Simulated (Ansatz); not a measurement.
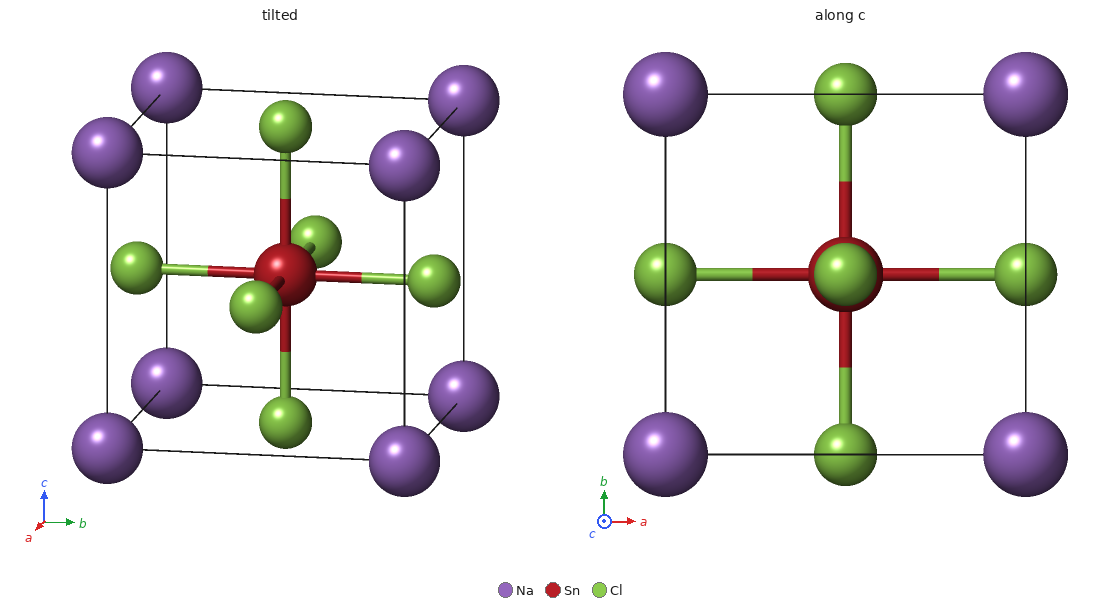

Shown here is a ball-and-stick view of the crystal, taken slightly off an axis and along the c axis. Lines trace the edges of the conventional unit cell.

NaSnCl3, cubic perovskite, space group Pm-3m (No. 221), a = 5.528 Å, b = 5.528 Å, c = 5.528 Å, α = 90.00°, β = 90.00°, γ = 90.00°. Source of the structure: a structure type filled with these elements by a generator (whether the compound takes this form wasn't checked). Earlier steps of the study may have refined or changed the cell and positions. A calculation with Ansatz used it as input.

This one geometry was computed with Ansatz (DFT, plane waves, PAW) at three levels of theory: HSE06, PBE and r2SCAN. It was relaxed beforehand with r2SCAN.

Question: How does the band gap change with the level of theory?

Answer: PBE: a gap of 0.62 eV, indirect; r2SCAN: a gap of 0.95 eV, direct; HSE06: a gap of 1.18 eV, indirect.

Question: Collect the results in a table.

Answer:
| level | cutoff (eV) | k-mesh of the run's cell | gap (eV) | pressure (GPa) |
| --- | --- | --- | --- | --- |
| HSE06 | 420 | 4×4×4 | 1.18 | 0.3 |
| PBE | 420 | 6×6×6 | 0.62 | 0.4 |
| r2SCAN | 500 | 6×6×6 | 0.95 | -0.1 |

Gaps are taken on the k-mesh or band path of each run.
